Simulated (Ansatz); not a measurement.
**A computed series for ScAl3: response to strain**

Consider ScAl$_{3}$ in the Cu3Au type structure (space group Pm-3m, No. 221; a = 4.0870 Å; relaxed with 0.1 eV smearing). Axes: x, y, z lie along the cube axes.

Strains are applied to the cell and any free atomic positions relax; under biaxial strain the out-of-plane vector relaxes too.

Computed with plane-wave PAW DFT at the r2SCAN level (Ansatz, a quantum-chemistry and plane-wave program, 500 eV), no spin-orbit coupling, earlier PAW set.

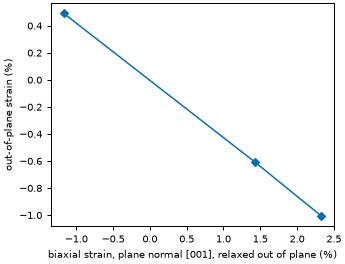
Fig. 1. Out-of-plane strain against biaxial strain, plane normal [001], relaxed out of plane

```tsv
biaxial strain, plane normal [001], relaxed out of plane (%)	out-of-plane strain
-1.17	+0.49 %
1.43	-0.61 %
2.33	-1.01 %
```

Stability against distortions was not tested. The final runs are not spin-polarised.
